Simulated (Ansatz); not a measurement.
C5H8

```yaml
atoms:
  - { symbol: C, position_ang: [-2.1174, 0.1181, -0.2112] }
  - { symbol: C, position_ang: [-1.0033, 0.1410, 0.5377] }
  - { symbol: C, position_ang: [0.3884, -0.0083, 0.0503] }
  - { symbol: C, position_ang: [1.4285, 0.8319, 0.7699] }
  - { symbol: C, position_ang: [0.7207, -0.8513, -0.9460] }
  - { symbol: H, position_ang: [-3.1049, 0.2235, 0.2375] }
  - { symbol: H, position_ang: [-2.0829, 0.0003, -1.2947] }
  - { symbol: H, position_ang: [-1.1054, 0.3205, 1.6138] }
  - { symbol: H, position_ang: [1.2037, 1.9059, 0.6807] }
  - { symbol: H, position_ang: [1.4425, 0.6015, 1.8471] }
  - { symbol: H, position_ang: [2.4358, 0.6574, 0.3727] }
  - { symbol: H, position_ang: [1.7477, -0.9373, -1.3014] }
  - { symbol: H, position_ang: [-0.0161, -1.4946, -1.4255] }
```

These are results of Ansatz, RKS BLYP/def2-mTZVP, not measurements.

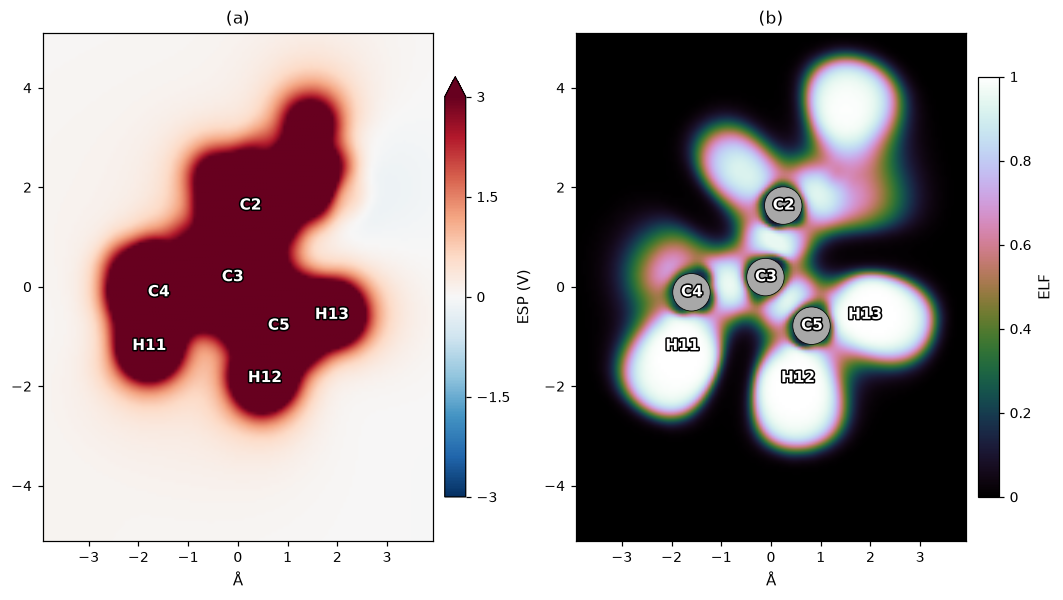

Figure 1. (a) electrostatic potential; (b) ELF on the plane of atoms C4, C3 and C5. Grey discs cover the atomic cores in the ELF map.

**Read the bonding off the picture.**

- Atoms in the plane: C and H.
- C–C (1.35 Å): the ELF peaks at about 0.95 between the atoms; a covalent bond.
- C–H (1.09 Å): the ELF climbs to about 1 towards the hydrogen, as it does in any bond to H (a covalent bond by its length).
- C–C (1.48 Å): the ELF peaks at about 0.95 between the atoms; a covalent bond.
- The potential has no marked negative region in this plane.

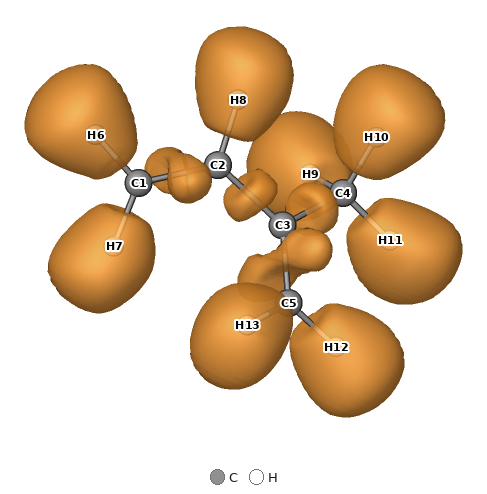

Figure 2. Isosurface of the electron localisation function at 0.8 (orange), seen at a tilt. Core shells and regions of very low density are left out.

**Identify the bonds, lone pairs and shells in this picture.**

The ELF exceeds this value in four regions between bonded C–C atoms (shared pairs) and eight regions around hydrogen nuclei. Profiles from the grid: C–C (1.34 Å): the ELF peaks at about 0.95 between the atoms; a short, multiple covalent bond.

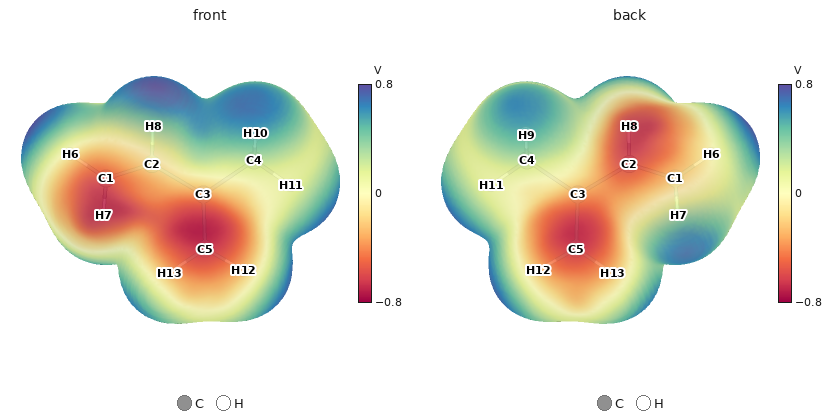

Figure 3. The electrostatic potential painted on the density surface at 0.002 e/bohr³, seen from the front and from behind; the colour scale runs from red (negative) to blue (positive).

**Where is the surface potential most negative and most positive?**

The most negative region (about −0.7 V, or −16 kcal/mol for a unit charge) lies over the π face of C1, C2, C3 and C5, the most positive (about +0.8 V, or +18 kcal/mol for a unit charge) over H6 and H8.

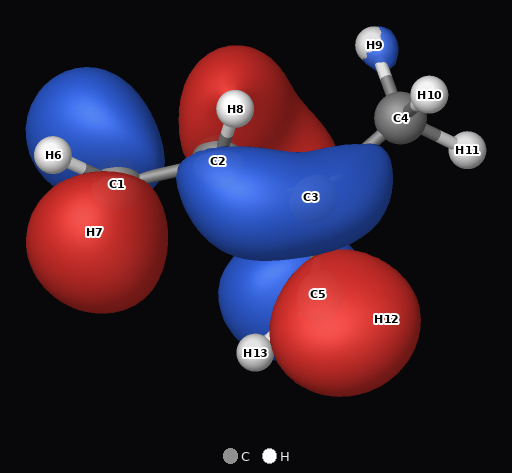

Figure 4. The LUMO at ±0.1 Å⁻³ᐟ² (blue and red are the two phases), seen at a tilt.

**What is the character of this orbital?**

By Hirshfeld shares it lies mainly on C1 (about 25 %), C5 (about 20 %), C2 (about 20 %) and C3 (about 15 %). Its energy is −1.50 eV.
